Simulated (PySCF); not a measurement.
# What a change does: NMR shielding calculation on C₃H₁₁NSi

System: C₃H₁₁NSi.
Method of run 1: GIAO BHandHLYP/ANO-RCC-VDZP NMR shielding, non-relativistic, gas phase (PySCF 2.14.0).

The geometry comes from this level: GFN2-xTB. Text and figures count atoms from 1; the logs count them from 0 in places.

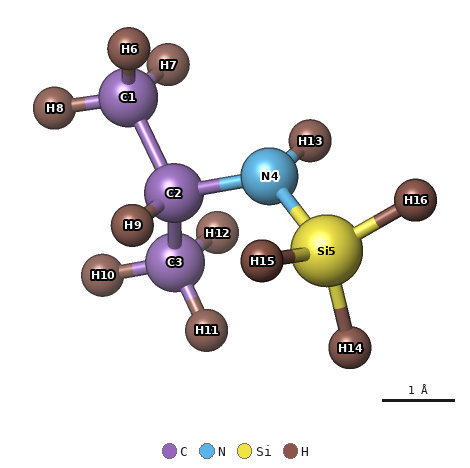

**Figure 1.** The structure (ball-and-stick view, seen at a tilt; atoms are numbered from 1 in the order of the input). Bond lengths as drawn: C–C 1.53 Å, C–H 1.09 to 1.10 Å, C–N 1.45 Å, H–N 1.01 Å, H–Si 1.46 to 1.47 Å and N–Si 1.72 Å.

### The input, run 1
```
{"job": {"kind": "nmr", "xc": "BHandHLYP", "basis": "ANO-RCC-VDZP", "pop": true}, "charge": 0, "multiplicity": 1}
C     -1.588302     1.093711    -0.055998
C     -0.475822     0.106487     0.295864
C     -0.917241    -1.332029     0.013892
N      0.726936     0.452204    -0.428107
Si     2.314038     0.072136     0.099938
H     -1.256772     2.110768     0.137382
H     -1.846083     1.008404    -1.110395
H     -2.477968     0.894896     0.536152
H     -0.239817     0.197750     1.361641
H     -1.808191    -1.579120     0.585370
H     -0.123678    -2.023893     0.285246
H     -1.137341    -1.456112    -1.045105
H      0.555230     0.471796    -1.423114
H      2.648893    -1.362254     0.166440
H      2.436657     0.629465     1.447075
H      3.181863     0.724733    -0.877693
```

The first line tells a small driver script what to run in PySCF; the rest is the geometry in Å.

Launched with:
```bash
OMP_NUM_THREADS=1 python <driver script> task.json out
```

Hardware: 1 CPU thread, shared host.

### Output (run 1)
```
coarse grid: 12768 points
cycle   1  E = -464.9754281240  dE =  3.630e-01  |g| = 3.894e-01  |ddm| = 5.032e+00
cycle   2  E = -464.9896649175  dE = -1.424e-02  |g| = 3.352e-01  |ddm| = 6.850e-01
cycle   3  E = -465.0145186411  dE = -2.485e-02  |g| = 5.522e-02  |ddm| = 3.696e-01
cycle   4  E = -465.0150959283  dE = -5.773e-04  |g| = 2.305e-02  |ddm| = 6.267e-02
cycle   5  E = -465.0152243968  dE = -1.285e-04  |g| = 2.480e-03  |ddm| = 2.232e-02
cycle   6  E = -465.0152259199  dE = -1.523e-06  |g| = 4.942e-04  |ddm| = 2.971e-03
final grid: 115640 points
cycle   7  E = -465.0158037726  dE = -1.535e-05  |g| = 2.802e-03  |ddm| = 2.664e-02
cycle   8  E = -465.0158042240  dE = -4.514e-07  |g| = 2.554e-03  |ddm| = 5.048e-03
cycle   9  E = -465.0158058356  dE = -1.612e-06  |g| = 2.334e-04  |ddm| = 2.727e-03
cycle  10  E = -465.0158058456  dE = -1.008e-08  |g| = 1.215e-04  |ddm| = 3.237e-04
cycle  11  E = -465.0158058490  dE = -3.355e-09  |g| = 1.836e-05  |ddm| = 1.155e-04
cycle  12  E = -465.0158058491  dE = -9.595e-11  |g| = 5.382e-06  |ddm| = 2.940e-05
converged SCF energy = -465.0158058491

GIAO shielding tensors (ppm)
atom      isotropic    diamagn.    paramagn.     s11        s22        s33       span
  0 C      161.778     238.447     -76.669    141.856    153.679    189.798     47.942
  1 C      142.390     237.846     -95.457    126.688    138.393    162.088     35.400
  2 C      162.427     240.050     -77.623    144.457    154.557    188.268     43.811
  3 N      221.207     307.554     -86.347    190.218    215.528    257.876     67.659
  4 Si     480.248     887.960    -407.712    442.541    455.634    542.568    100.027
  5 H       30.594      29.874       0.719     26.826     28.469     36.485      9.659
  6 H       31.268      30.766       0.502     28.525     29.592     35.688      7.163
  7 H       30.807      29.553       1.253     26.663     28.444     37.313     10.650
  8 H       29.231      32.756      -3.525     26.237     28.313     33.143      6.906
  9 H       30.849      30.380       0.468     26.712     28.503     37.331     10.618
 10 H       30.484      31.633      -1.149     26.226     29.404     35.824      9.598
 11 H       31.401      31.485      -0.084     28.914     29.505     35.784      6.870
 12 H       32.374      34.675      -2.302     24.516     31.754     40.851     16.335
 13 H       27.229      30.786      -3.558     23.268     25.750     32.669      9.401
 14 H       27.573      30.993      -3.420     24.063     26.166     32.490      8.427
 15 H       27.586      30.027      -2.441     24.193     25.772     32.792      8.599
```

The input of run 2 differs as follows (lines with − go, lines with + come):
```diff
-"xc": "BHandHLYP"
-"basis": "ANO-RCC-VDZP"
+"xc": "PW91"
+"basis": "def2-TZVP"
+"scf": {"conv": 1e-06}
```

What does this change do to the results?

The total energies belong to different models, so their difference says nothing on which is more stable or more accurate. The HOMO goes from −7.89 to −5.41 eV. The LUMO goes from 0.82 to −0.41 eV. The dipole moment goes from 1.05 to 1.09 D. Of all shieldings, the largest change is that of Si5, by −105.7 ppm. The functional changes from BHandHLYP to PW91. The SCF takes 8 iterations against 12. The basis functions go from 129 to 227.

### Output (run 2)
```
final grid: 115640 points
cycle   1  E = -465.0546841559  dE =  1.557e-01  |g| = 6.735e-01  |ddm| = 2.718e+00
cycle   2  E = -464.7878336755  dE =  2.669e-01  |g| = 1.227e+00  |ddm| = 2.455e+00
cycle   3  E = -465.1582361597  dE = -3.704e-01  |g| = 1.960e-01  |ddm| = 2.068e+00
cycle   4  E = -465.1666730583  dE = -8.437e-03  |g| = 6.471e-02  |ddm| = 2.036e-01
cycle   5  E = -465.1675512115  dE = -8.782e-04  |g| = 1.514e-02  |ddm| = 5.543e-02
cycle   6  E = -465.1676036726  dE = -5.246e-05  |g| = 6.213e-03  |ddm| = 1.896e-02
cycle   7  E = -465.1676119085  dE = -8.236e-06  |g| = 1.096e-03  |ddm| = 4.845e-03
cycle   8  E = -465.1676121690  dE = -2.606e-07  |g| = 3.978e-04  |ddm| = 1.309e-03
converged SCF energy = -465.1676121690

GIAO shielding tensors (ppm)
atom      isotropic    diamagn.    paramagn.     s11        s22        s33       span
  0 C      155.343     245.504     -90.160    135.767    144.564    185.700     49.933
  1 C      130.404     239.417    -109.013    112.989    126.707    151.515     38.527
  2 C      156.561     247.647     -91.086    137.623    147.859    184.202     46.580
  3 N      211.477     311.179     -99.702    177.002    201.424    256.005     79.003
  4 Si     374.518     879.345    -504.827    324.296    346.503    452.753    128.457
  5 H       30.511      29.950       0.562     27.102     28.491     35.941      8.839
  6 H       31.243      30.674       0.569     29.014     29.622     35.093      6.078
  7 H       30.620      30.299       0.321     26.716     28.405     36.739     10.023
  8 H       28.785      32.269      -3.484     26.414     28.022     31.920      5.506
  9 H       30.613      31.244      -0.631     26.706     28.397     36.735     10.029
 10 H       30.299      31.556      -1.256     26.479     29.155     35.264      8.785
 11 H       31.414      31.518      -0.104     29.332     29.659     35.252      5.920
 12 H       32.418      32.402       0.015     25.382     32.413     39.458     14.077
 13 H       26.417      30.158      -3.741     22.585     24.618     32.048      9.463
 14 H       26.913      30.530      -3.616     23.457     25.644     31.639      8.181
 15 H       26.870      29.708      -2.838     23.601     25.124     31.885      8.284
```

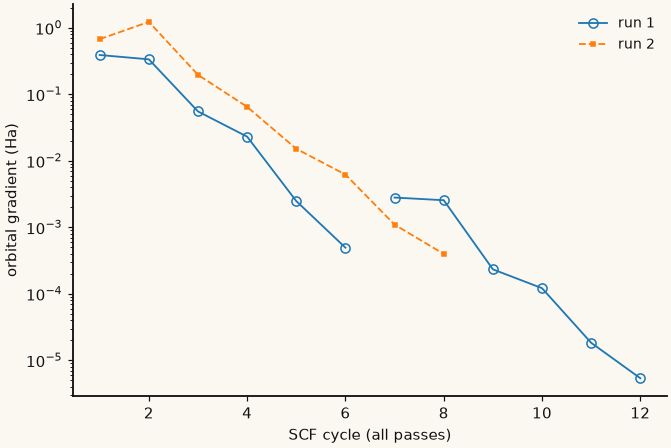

**Figure 2.** Convergence of the two runs: orbital gradient against the SCF cycle. A break in a curve parts two SCF passes (coarse and final grid). Run 1 takes 12 cycles in all, and run 2 takes 8.

### The two runs side by side

```csv
quantity,run 1,run 2
outcome,converged,converged
total energy (hartree),−465.015806,−465.167612
HOMO (eV),−7.89,−5.41
LUMO (eV),0.82,−0.41
dipole moment (D),1.05,1.09
shielding of C1 (ppm),161.8,155.3
shielding of C2 (ppm),142.4,130.4
shielding of C3 (ppm),162.4,156.6
shielding of N4 (ppm),221.2,211.5
shielding of Si5 (ppm),480.2,374.5
shielding of H14 (ppm),27.2,26.4
shielding of H16 (ppm),27.6,26.9
SCF iterations,12,8
basis functions,129,227
wall time (shared host),31 s,32 s
```
